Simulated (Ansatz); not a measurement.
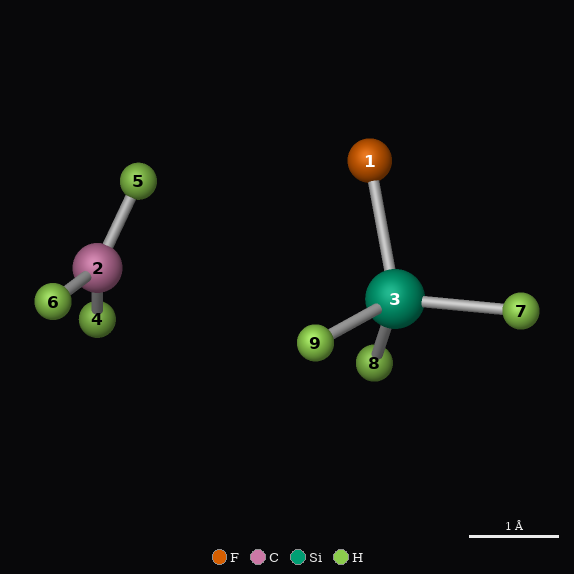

Atoms carry their numbers in the input. Charge 0, doublet. The computed structure is the end point of a PBE0-D4/def2-TZVP optimisation.

Describe the coordination of atom 3.

Answer. Si3 has 4 neighbours (F1 at 1.60, H7 at 1.48, H8 at 1.48, H9 at 1.48 Å); the arrangement is tetrahedral.

How are the neighbours of atom 2 arranged?

Answer. C2 has 3 neighbours (H4 at 1.08, H5 at 1.08, H6 at 1.08 Å); the arrangement is trigonal planar.
